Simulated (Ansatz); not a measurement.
ClH₃OSn

The calculation's input:

```
crystal:
  periodic: [false, false, false]
  atoms:
    - { symbol: Sn, position_ang: [0.0, 0.0, 0.0] }
    - { symbol: O, position_ang: [0.0, 0.0, 1.96] }
    - { symbol: H, position_ang: [-0.9095, -0.2814, 2.2971] }
    - { symbol: H, position_ang: [1.6408, 0.0, -0.5794] }
    - { symbol: H, position_ang: [-0.8195, 1.4198, -0.5794] }
    - { symbol: Cl, position_ang: [-1.1351, -1.9666, -0.8025] }
basis:
  gaussian: { orbitals: def2-SVP }
hamiltonian:
  xc: pbe0
  dispersion: d4
relax:
  f_tol: 0.02
  max_steps: 40
output:
  orbitals: {}
```

Launched as:

```sh
ansatz run input.yaml --threads 2 --pin off --max-ram 3072MiB --backend cpu --events-out ev --progress --plain --runs-dir out
```

The fields are those of the run's last geometry, not of the input's.

Core potentials replace the inner electrons of Sn.

Computed with RKS PBE0-D4/def2-SVP in Ansatz.

Q: What will maps of the electron density and electron localisation function show?

A: Sn–O (1.98 Å): ρ at the midpoint is about 0.74 e/Å³; the ELF peaks at about 0.80 in the valence shell of O, 0.6 Å from its nucleus, and drops to about 0.15 between the two atoms.
Sn–Cl (2.36 Å): ρ is about 0.53 e/Å³ halfway; the ELF peaks at about 0.80 in the valence shell of Cl, 0.8 Å from its nucleus, and drops to about 0.15 between the two atoms.

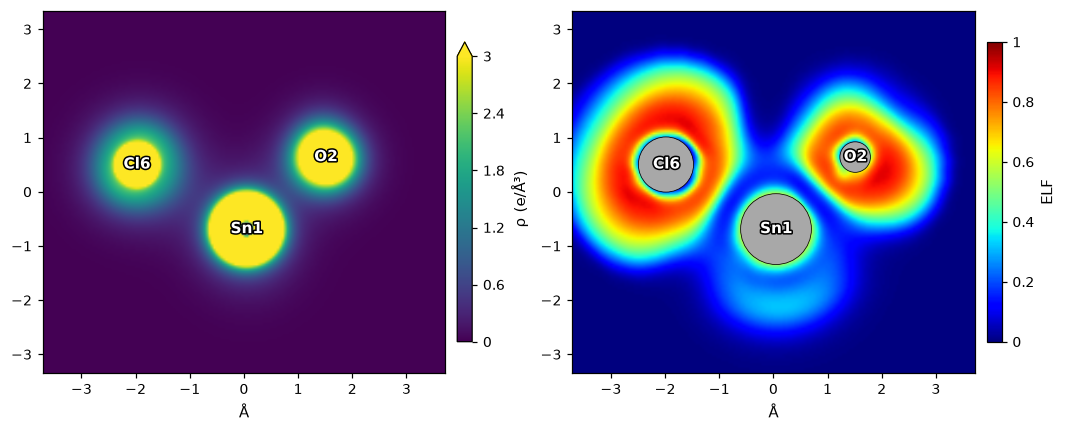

Computed electron density and electron localisation function on the plane of atoms O2, Sn1 and Cl6, in this order. Grey discs cover the atomic cores in the ELF map. 
